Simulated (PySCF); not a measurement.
# [Er(H2O)5]3+: other functionals and bases at one geometry

Aim: see how levels, charges and forces of [Er(H2O)5]3+ depend on the level of theory. It is a constructed species; whether it can be made isn't addressed.

Method: several levels, as the steps say, no spin–orbit coupling; program: PySCF 2.14.0.

6 further runs of the same task are left out: 2 for a known fault of the program, 2 that didn't finish, 2 set aside as unsound or not needed.

### 1 Starting geometry

16 atoms, charge 3, spin multiplicity 1.

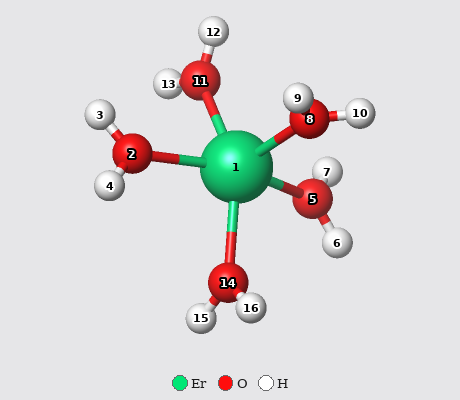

The structure; erbium green, oxygen red, hydrogen white; atoms are numbered from 1 in the order of the file.

As a file:

| atom | x (Å) | y (Å) | z (Å) |
| --- | --- | --- | --- |
| Er1 | -0.04728 | 0.00000 | 0.00000 |
| O2 | -0.47970 | -0.04115 | 2.26092 |
| H3 | -0.59976 | 0.71966 | 2.87018 |
| H4 | -0.60639 | -0.82328 | 2.84129 |
| O5 | -0.47969 | 0.04118 | -2.26092 |
| H6 | -0.59981 | -0.71962 | -2.87018 |
| H7 | -0.60632 | 0.82332 | -2.84129 |
| O8 | 2.22183 | -0.00008 | 0.00000 |
| H9 | 2.82974 | -0.01737 | 0.77392 |
| H10 | 2.82974 | 0.01716 | -0.77392 |
| O11 | -0.73361 | 2.19889 | 0.04449 |
| H12 | -0.17580 | 3.00862 | 0.05482 |
| H13 | -1.65115 | 2.55226 | 0.05736 |
| O14 | -0.73377 | -2.19883 | -0.04449 |
| H15 | -1.65135 | -2.55214 | -0.05736 |
| H16 | -0.17602 | -3.00861 | -0.05482 |

Formal oxidation states: Er +3. Each metal's 11 4f electrons lie in its core potential, so multiplicities, spins and levels count the valence alone. An earlier session relaxed this geometry at r2SCAN, Er lcecp-1-SVP with ECP57, O def2-SVP, H def2-SVP (singlet, point group C2v).

At r2SCAN on the finer grid: E = -419.042991 Eh, HOMO -22.03 eV, LUMO -14.45 eV, Mulliken charge on Er1 +1.50 e, largest force component 0.067 eV/Å. 

Levels to run: PBE0; wB97X; BLYP; M06-L; r2SCAN, TZVP. Hardware: 4 threads of Arm Neoverse V2, shared host.

### 2 PBE0

File run.py (the lines that set the calculation):

```python
mol = gto.M(atom='''
Er    -0.04728     0.00000     0.00000
O     -0.47970    -0.04115     2.26092
H     -0.59976     0.71966     2.87018
H     -0.60639    -0.82328     2.84129
O     -0.47969     0.04118    -2.26092
H     -0.59981    -0.71962    -2.87018
H     -0.60632     0.82332    -2.84129
O      2.22183    -0.00008     0.00000
H      2.82974    -0.01737     0.77392
H      2.82974     0.01716    -0.77392
O     -0.73361     2.19889     0.04449
H     -0.17580     3.00862     0.05482
H     -1.65115     2.55226     0.05736
O     -0.73377    -2.19883    -0.04449
H     -1.65135    -2.55214    -0.05736
H     -0.17602    -3.00861    -0.05482''',
    basis={'Er': 'lcecp-1-SVP', 'O': 'def2-SVP', 'H': 'def2-SVP'},
    ecp={'Er': 'lcecp-1-SVP'},
    charge=3, spin=0)
mf = dft.RKS(mol, xc='PBE0')
mf.grids.atom_grid = (75, 302)  # f atoms: unpruned, at least (60, 302)
mf = mf.density_fit()  # fitting sets: Er AutoAux, O def2-universal-JKFIT, H def2-universal-JKFIT
mf.conv_tol = 1e-08; mf.max_cycle = 55
mf.kernel(dm0)  # dm0: the density of the relaxed state
```

Started as:

```console
$ OMP_NUM_THREADS=4 python run.py
```

Log:

```text
init E= -418.805775946193
  HOMO = -0.861517949578116  LUMO = -0.50275169596543  gap/eV = 9.76253
cycle= 1 E= -418.806807540364  delta_E= -0.00103  |g|= 0.0132  |ddm|= 0.0896
  HOMO = -0.863408939402897  LUMO = -0.507848643220867  gap/eV = 9.67529
cycle= 2 E= -418.806831532219  delta_E= -2.4e-05  |g|= 0.00996  |ddm|= 0.027
  HOMO = -0.862103648973699  LUMO = -0.505939073128551  gap/eV = 9.69173
cycle= 3 E= -418.806849628723  delta_E= -1.81e-05  |g|= 0.00276  |ddm|= 0.0089
  HOMO = -0.862310446624273  LUMO = -0.505661029147129  gap/eV = 9.70492
cycle= 4 E= -418.80685110138  delta_E= -1.47e-06  |g|= 0.000563  |ddm|= 0.00244
  HOMO = -0.862293427358261  LUMO = -0.505733314230347  gap/eV = 9.70249
cycle= 5 E= -418.806851169437  delta_E= -6.81e-08  |g|= 4.19e-05  |ddm|= 0.000525
  HOMO = -0.862293399856564  LUMO = -0.505738149461333  gap/eV = 9.70236
cycle= 6 E= -418.806851169834  delta_E= -3.97e-10  |g|= 1.77e-05  |ddm|= 6.37e-05
  HOMO = -0.862292527953779  LUMO = -0.505737695204991  gap/eV = 9.70235
Extra cycle  E= -418.80685116978  delta_E= 5.31e-11  |g|= 2.49e-05  |ddm|= 2.47e-05
converged SCF energy = -418.80685116978
```

Run time: 7.9 s. Hardware: 4 threads of Arm Neoverse V2, shared host.

Result: E = -418.806851 Eh, HOMO -23.46 eV, LUMO -13.76 eV, Mulliken charge on Er1 +1.52 e, largest force component 0.115 eV/Å. 

### 3 wB97X

run.py (the lines that set the calculation), as its differences from that of step 2:

```diff
@@ -20,3 +20,3 @@
     charge=3, spin=0)
-mf = dft.RKS(mol, xc='PBE0')
+mf = dft.RKS(mol, xc='WB97X')
 mf.grids.atom_grid = (75, 302)  # f atoms: unpruned, at least (60, 302)
```

Started as:

```console
$ OMP_NUM_THREADS=4 python run.py
```

Log:

```text
init E= -419.134944643758
  HOMO = -0.956900381176374  LUMO = -0.415868641117029  gap/eV = 14.72222
cycle= 1 E= -419.138290022603  delta_E= -0.00335  |g|= 0.0194  |ddm|= 0.122
  HOMO = -0.958594822483144  LUMO = -0.422719134663363  gap/eV = 14.58192
cycle= 2 E= -419.138472646173  delta_E= -0.000183  |g|= 0.00476  |ddm|= 0.0358
  HOMO = -0.95812531731533  LUMO = -0.420943413164725  gap/eV = 14.61746
cycle= 3 E= -419.138487231652  delta_E= -1.46e-05  |g|= 0.002  |ddm|= 0.0085
  HOMO = -0.958305991970746  LUMO = -0.421445799736907  gap/eV = 14.60871
cycle= 4 E= -419.138488605475  delta_E= -1.37e-06  |g|= 0.0008  |ddm|= 0.00315
  HOMO = -0.958274705805803  LUMO = -0.421500545687908  gap/eV = 14.60637
cycle= 5 E= -419.138488753542  delta_E= -1.48e-07  |g|= 0.000203  |ddm|= 0.000707
  HOMO = -0.958277060506671  LUMO = -0.421491988253056  gap/eV = 14.60667
cycle= 6 E= -419.138488773368  delta_E= -1.98e-08  |g|= 2e-05  |ddm|= 0.000351
  HOMO = -0.958276232266786  LUMO = -0.42148717888665  gap/eV = 14.60677
cycle= 7 E= -419.138488773678  delta_E= -3.1e-10  |g|= 4.65e-06  |ddm|= 4.33e-05
  HOMO = -0.958276084008127  LUMO = -0.421487694316409  gap/eV = 14.60676
Extra cycle  E= -419.138488773692  delta_E= -1.46e-11  |g|= 2.95e-06  |ddm|= 7.5e-06
converged SCF energy = -419.138488773692
```

It took 10 s on 4 threads of Arm Neoverse V2, shared host.

It gives: E = -419.138489 Eh, HOMO -26.08 eV, LUMO -11.47 eV, Mulliken charge on Er1 +1.51 e, largest force component 0.174 eV/Å. 

### 4 BLYP

run.py (the lines that set the calculation), as its differences from that of step 3:

```diff
@@ -20,3 +20,3 @@
     charge=3, spin=0)
-mf = dft.RKS(mol, xc='WB97X')
+mf = dft.RKS(mol, xc='BLYP')
 mf.grids.atom_grid = (75, 302)  # f atoms: unpruned, at least (60, 302)
```

Started as:

```console
$ OMP_NUM_THREADS=4 python run.py
```

Log:

```text
init E= -419.095958768546
  HOMO = -0.784491069791668  LUMO = -0.538850801886631  gap/eV = 6.68421
cycle= 1 E= -419.101909102135  delta_E= -0.00595  |g|= 0.0209  |ddm|= 0.319
  HOMO = -0.788053261390163  LUMO = -0.532992084342289  gap/eV = 6.94057
cycle= 2 E= -419.101889951726  delta_E= 1.92e-05  |g|= 0.0254  |ddm|= 0.0662
  HOMO = -0.787455947407903  LUMO = -0.536547873429202  gap/eV = 6.82756
cycle= 3 E= -419.102058014814  delta_E= -0.000168  |g|= 0.00851  |ddm|= 0.0308
  HOMO = -0.788059005359138  LUMO = -0.537304632824162  gap/eV = 6.82337
cycle= 4 E= -419.102069902908  delta_E= -1.19e-05  |g|= 0.00218  |ddm|= 0.00686
  HOMO = -0.787877050649724  LUMO = -0.537129993124493  gap/eV = 6.82317
cycle= 5 E= -419.102070791704  delta_E= -8.89e-07  |g|= 0.000255  |ddm|= 0.00145
  HOMO = -0.787856704793473  LUMO = -0.53712200379831  gap/eV = 6.82284
cycle= 6 E= -419.102070799695  delta_E= -7.99e-09  |g|= 0.000149  |ddm|= 0.000236
  HOMO = -0.787861201404315  LUMO = -0.53712166268398  gap/eV = 6.82297
cycle= 7 E= -419.102070803749  delta_E= -4.05e-09  |g|= 3.42e-06  |ddm|= 9.38e-05
  HOMO = -0.787861043149256  LUMO = -0.537122845214442  gap/eV = 6.82293
Extra cycle  E= -419.102070803748  delta_E= 1.02e-12  |g|= 4.73e-06  |ddm|= 8.65e-06
converged SCF energy = -419.102070803748
```

Run time: 7.7 s. Hardware: 4 threads of Arm Neoverse V2, shared host.

Result: E = -419.102071 Eh, HOMO -21.44 eV, LUMO -14.62 eV, Mulliken charge on Er1 +1.29 e, largest force component 0.434 eV/Å. 

### 5 M06-L

run.py (the lines that set the calculation), as its differences from that of step 4:

```diff
@@ -20,3 +20,3 @@
     charge=3, spin=0)
-mf = dft.RKS(mol, xc='BLYP')
+mf = dft.RKS(mol, xc='M06L')
 mf.grids.atom_grid = (75, 302)  # f atoms: unpruned, at least (60, 302)
```

Started as:

```console
$ OMP_NUM_THREADS=4 python run.py
```

Log:

```text
init E= -419.177564187804
  HOMO = -0.810037827918068  LUMO = -0.52682642465931  gap/eV = 7.70657
cycle= 1 E= -419.181153494516  delta_E= -0.00359  |g|= 0.0208  |ddm|= 0.18
  HOMO = -0.809722785324241  LUMO = -0.534420761775253  gap/eV = 7.49135
cycle= 2 E= -419.181179083006  delta_E= -2.56e-05  |g|= 0.0207  |ddm|= 0.0486
  HOMO = -0.809916545012004  LUMO = -0.530882406406543  gap/eV = 7.59291
cycle= 3 E= -419.181288662286  delta_E= -0.00011  |g|= 0.00621  |ddm|= 0.0239
  HOMO = -0.809504787389738  LUMO = -0.530320915102671  gap/eV = 7.59698
cycle= 4 E= -419.181295500009  delta_E= -6.84e-06  |g|= 0.000776  |ddm|= 0.00417
  HOMO = -0.809559641131752  LUMO = -0.530424521292627  gap/eV = 7.59565
cycle= 5 E= -419.181295628142  delta_E= -1.28e-07  |g|= 0.000145  |ddm|= 0.000782
  HOMO = -0.809566579733297  LUMO = -0.530436180169137  gap/eV = 7.59553
cycle= 6 E= -419.18129563084  delta_E= -2.7e-09  |g|= 0.000101  |ddm|= 0.000141
  HOMO = -0.809562692937358  LUMO = -0.53043762714277  gap/eV = 7.59538
cycle= 7 E= -419.181295632764  delta_E= -1.92e-09  |g|= 3.69e-06  |ddm|= 6.46e-05
  HOMO = -0.809562276988111  LUMO = -0.530436524810847  gap/eV = 7.59540
Extra cycle  E= -419.181295632767  delta_E= -2.96e-12  |g|= 3.91e-06  |ddm|= 6.51e-06
converged SCF energy = -419.181295632767
```

Wall time 13 s (4 threads of Arm Neoverse V2, shared host).

Result: E = -419.181296 Eh, HOMO -22.03 eV, LUMO -14.43 eV, Mulliken charge on Er1 +1.65 e, largest force component 0.174 eV/Å. 

### 6 r2SCAN, TZVP

Basis: Er lcecp-1-TZVP with ECP57, O def2-TZVP, H def2-TZVP. 

run.py (the lines that set the calculation), as its differences from that of step 5:

```diff
@@ -17,6 +17,6 @@
 H     -0.17602    -3.00861    -0.05482''',
-    basis={'Er': 'lcecp-1-SVP', 'O': 'def2-SVP', 'H': 'def2-SVP'},
-    ecp={'Er': 'lcecp-1-SVP'},
+    basis={'Er': 'lcecp-1-TZVP', 'O': 'def2-TZVP', 'H': 'def2-TZVP'},
+    ecp={'Er': 'lcecp-1-TZVP'},
     charge=3, spin=0)
-mf = dft.RKS(mol, xc='M06L')
+mf = dft.RKS(mol, xc='R2SCAN')
 mf.grids.atom_grid = (75, 302)  # f atoms: unpruned, at least (60, 302)
@@ -24,2 +24,2 @@
 mf.conv_tol = 1e-08; mf.max_cycle = 55
-mf.kernel(dm0)  # dm0: the density of the relaxed state
+mf.kernel(dm0)  # dm0: free metal ions and neutral atoms
```

Started as:

```console
$ OMP_NUM_THREADS=4 python run.py
```

Log:

```text
init E= -410.38193675835
  HOMO = -1.18464244926336  LUMO = -0.736333215170145  gap/eV = 12.19912
cycle= 1 E= -417.469326394977  delta_E= -7.09  |g|= 3.63  |ddm|= 2.79
  HOMO = -0.460485787991696  LUMO = -0.392222246663505  gap/eV = 1.85755
cycle= 2 E= -411.206224065988  delta_E= 6.26  |g|= 6.12  |ddm|= 4.28
  HOMO = -0.820406601817989  LUMO = -0.464143193487793  gap/eV = 9.69442
cycle= 3 E= -419.34677008702  delta_E= -8.14  |g|= 0.742  |ddm|=  3.6
  HOMO = -0.824520159080948  LUMO = -0.573430390228989  gap/eV = 6.83250
cycle= 4 E= -419.483311732387  delta_E= -0.137  |g|= 0.245  |ddm|= 0.934
  HOMO = -0.80237344127636  LUMO = -0.527887672066925  gap/eV = 7.46914
cycle= 5 E= -419.494493361333  delta_E= -0.0112  |g|= 0.113  |ddm|= 0.211
  HOMO = -0.806949552060071  LUMO = -0.527290387191714  gap/eV = 7.60991
cycle= 6 E= -419.496370944056  delta_E= -0.00188  |g|= 0.0383  |ddm|= 0.0608
  HOMO = -0.809579554100807  LUMO = -0.530165470604485  gap/eV = 7.60324
cycle= 7 E= -419.496628543368  delta_E= -0.000258  |g|= 0.00159  |ddm|= 0.0185
  HOMO = -0.809819924718627  LUMO = -0.530232725424904  gap/eV = 7.60796
cycle= 8 E= -419.496628891998  delta_E= -3.49e-07  |g|= 0.000725  |ddm|= 0.00199
  HOMO = -0.809718470015653  LUMO = -0.530195504031378  gap/eV = 7.60621
cycle= 9 E= -419.496628956754  delta_E= -6.48e-08  |g|= 0.000409  |ddm|= 0.00052
  HOMO = -0.809749130593345  LUMO = -0.530186431243425  gap/eV = 7.60729
cycle= 10 E= -419.496628984503  delta_E= -2.77e-08  |g|= 3.38e-05  |ddm|= 0.000192
  HOMO = -0.809749382279614  LUMO = -0.530190219792013  gap/eV = 7.60719
cycle= 11 E= -419.496628984747  delta_E= -2.45e-10  |g|= 8.08e-06  |ddm|= 2.79e-05
  HOMO = -0.80974988059621  LUMO = -0.530191873363452  gap/eV = 7.60716
Extra cycle  E= -419.496628984751  delta_E= -3.87e-12  |g|= 7.14e-06  |ddm|= 1.16e-05
converged SCF energy = -419.496628984751
```

It took 52 s on 4 threads of Arm Neoverse V2, shared host.

Read off: E = -419.496629 Eh, HOMO -22.03 eV, LUMO -14.43 eV, Mulliken charge on Er1 +2.00 e, largest force component 0.278 eV/Å. 

### 7 Results

| level | state | HOMO (eV) | gap (eV) | charge on Er1 (e) | dipole (D) | largest force (eV/Å) | basis functions | time |
| --- | --- | --- | --- | --- | --- | --- | --- | --- |
| r2SCAN (relaxed here) | singlet | -22.03 | 7.58 | 1.50 | 0.15 | 0.07 | 153 | 59 s |
| PBE0 | singlet | -23.46 | 9.70 | 1.52 | 0.14 | 0.12 | 153 | 7.9 s |
| wB97X | singlet | -26.08 | 14.61 | 1.51 | 0.12 | 0.17 | 153 | 10 s |
| BLYP | singlet | -21.44 | 6.82 | 1.29 | 0.16 | 0.43 | 153 | 7.7 s |
| M06-L | singlet | -22.03 | 7.60 | 1.65 | 0.13 | 0.17 | 153 | 13 s |
| r2SCAN, TZVP | singlet | -22.03 | 7.61 | 2.00 | 0.18 | 0.28 | 262 | 52 s |

Times are on 4 threads of Arm Neoverse V2, shared host; the first row also made further properties. The dipole of a charged species depends on the origin, so these sizes hold for this origin alone.

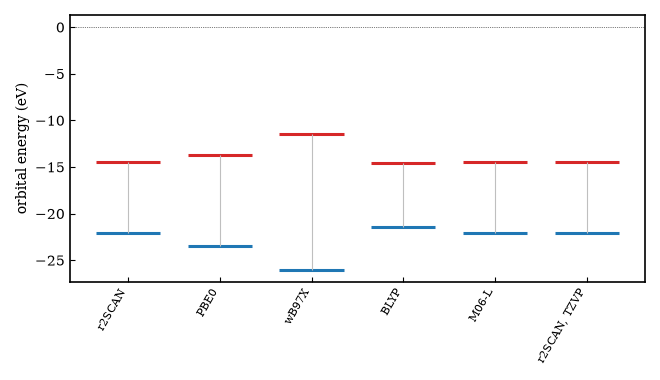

Highest filled and lowest empty level, method by method.

In one basis the HOMO–LUMO gap runs from 6.82 eV (BLYP) to 14.61 eV (wB97X). The largest leftover force, 0.43 eV/Å with BLYP, stands at a geometry relaxed at another level. The Mulliken charge on Er spans +1.29 to +2.00 e over the levels. With 4f in the core, its levels are missing from HOMO and gap. Total energies of different levels can't be compared. Spin–orbit coupling is left out throughout.
